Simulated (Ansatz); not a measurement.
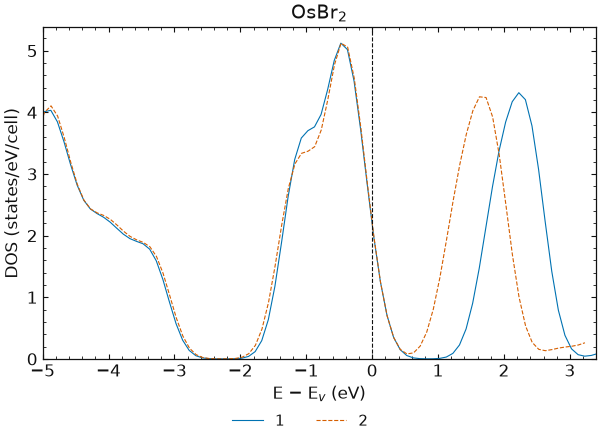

Total densities of states of a single 1T layer of OsBr₂, 3 atoms in the cell, relaxed with r2SCAN, by two methods on the same cell. The DOS curves are built from the levels of the k mesh with Gaussians 0.55 eV wide, which also blur the band edges; ripples of that width can come from the mesh. Each is counted from its own valence-band top.

Which curve is which? The methods: LDA, r2SCAN.

Answer. 1 is r2SCAN; 2 is LDA. r2SCAN gives a gap of 1.65 eV and LDA gives a gap of 1.06 eV.

Settings. r2SCAN: Ansatz PAW set, no spin polarisation, no spin-orbit coupling, 12×12×1 k mesh, 500 eV cutoff, fixed occupations (Ansatz 0.2.0). LDA: Ansatz PAW set, no spin polarisation, no spin-orbit coupling, 12×12×1 k mesh, 420 eV cutoff, fixed occupations (Ansatz).

Gaps are the smallest over all k points computed. Spin-orbit coupling is left out, which matters for Os and Br. The PAW data sets were made with another functional. LDA, GGA and most meta-GGA functionals understate gaps. The sheet was built from a prototype and needn't be a known or stable phase.
